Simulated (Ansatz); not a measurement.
Consider C$_{2}$H$_{3}$AlF (SMILES C#[C][AlH2-][F]) (charge −1).

Input file:

```
crystal:
  periodic: [false, false, false]
  atoms:
    - symbol: C
      position_ang: [-0.818435, 0.226972, -2.004077]
    - symbol: C
      position_ang: [0.380505, 0.485074, -1.898720]
    - symbol: Al
      position_ang: [-2.768318, -0.193721, -2.113027]
    - symbol: F
      position_ang: [-3.207057, -0.263362, -3.796966]
    - symbol: H
      position_ang: [1.427585, 0.710576, -1.813254]
    - symbol: H
      position_ang: [-3.034879, -1.649344, -1.430840]
    - symbol: H
      position_ang: [-3.608883, 1.000956, -1.390896]
basis:
  gaussian:
    orbitals: def2-TZVPD
total_charge: -1
hamiltonian:
  xc: {name: PBE0}
output: {forces: true, orbitals: {seedname: orbitals}}
```

Launched as:

```sh
ansatz run input.yaml --threads 2 --pin off --max-ram 4350MiB --events-out events.jsonl --progress --plain --runs-dir runs
```

Geometry: r2SCAN-D4/def2-SVPD.

Theory: isolated molecule in a Gaussian basis; Kohn-Sham density functional theory, functional PBE0 (Ansatz).

**What will maps of the electron density and electron localisation function show?**

C–C (1.23 Å): ρ at the midpoint is about 2.7 e/Å³; the ELF peaks at about 0.85 between the atoms; a short, multiple covalent bond.
C–Al (2.00 Å): the density is about 0.62 e/Å³ at the midpoint; the ELF peaks at about 1 between the atoms; a polar covalent bond.
C–H (1.07 Å): ρ is about 2 e/Å³ halfway; the ELF climbs to about 1 towards the hydrogen, as it does in any bond to H; an ordinary covalent bond to hydrogen.
Al–H (1.63 Å): ρ at the midpoint is about 0.49 e/Å³; the ELF climbs to about 1 towards the hydrogen.

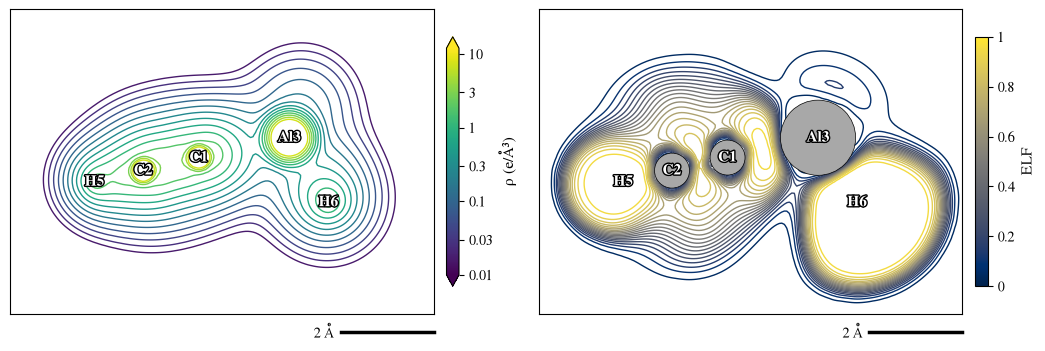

Computed electron density and electron localisation function on the plane of atoms C1, Al3 and H6, in this order. Grey discs cover the atomic cores in the ELF map. 
